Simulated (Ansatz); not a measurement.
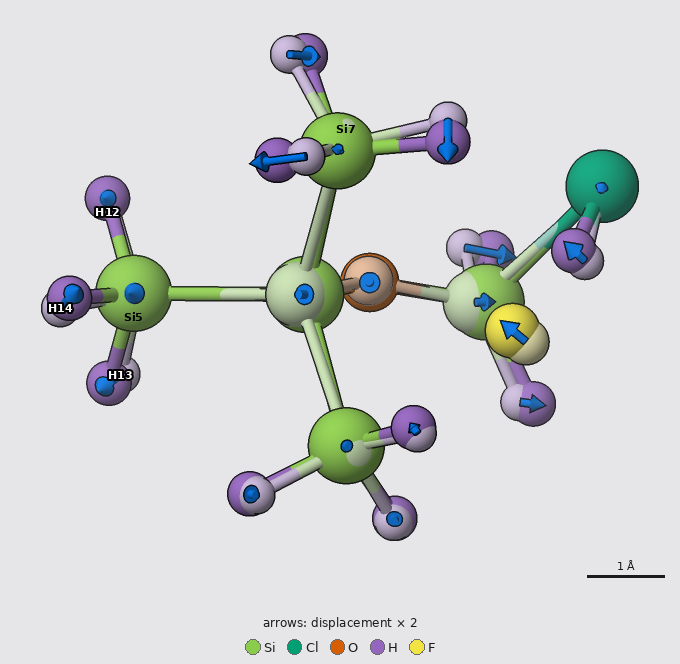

A constrained relaxation of Si$_{5}$H$_{12}$OClF. The starting structure is drawn faded, the final one solid; blue arrows show the displacements, 2 times their true length. The two geometries are superimposed by the best rigid fit.

A ball-and-stick model, seen at a tilt.

The reaction that was planned forms Si1–F9, Cl2–H8 and breaks Si1–Cl2, H8–F9 (atoms numbered from 1 in input order).

Computed with Ansatz, RKS PBE0-D4/def2-SVP. Set-up: held fixed: the distance between atoms 1 (Si) and 9 (F), the distance between atoms 2 (Cl) and 8 (H), the distance between atoms 1 (Si) and 2 (Cl), the distance between atoms 8 (H) and 9 (F), counting from 1; force threshold 0.04 eV/Å; at most 150 steps.

### Which element moves most?

Hydrogen: up to 0.43 Å, against 0.25 Å for oxygen.

### What happened in the run?

An H atom moves most after the best rigid fit: 0.43 Å. By element the largest moves are H 0.43 Å, O 0.25 Å, F 0.23 Å, Si 0.22 Å, Cl 0.09 Å. Some distances before and after: O–Si 1.581 → 1.628 Å, H–Si 1.442 → 1.478 Å, H–Si 1.466 → 1.495 Å, Si–Si 2.334 → 2.347 Å. Among the angles between lasting bonds that change: Si–O–Si 144.9° → 135.1°, O–Si–Si 101.9° → 109.2°, O–Si–Si 97.3° → 103.9°. The energy falls by 8.96 kcal/mol in 8 accepted moves (9 points after the start). The largest force component goes from 1.4 to 0.02 eV/Å. The line search rejected the trial step at point 8 of the run. The forces were under the threshold at step 6, but the run went on from there.
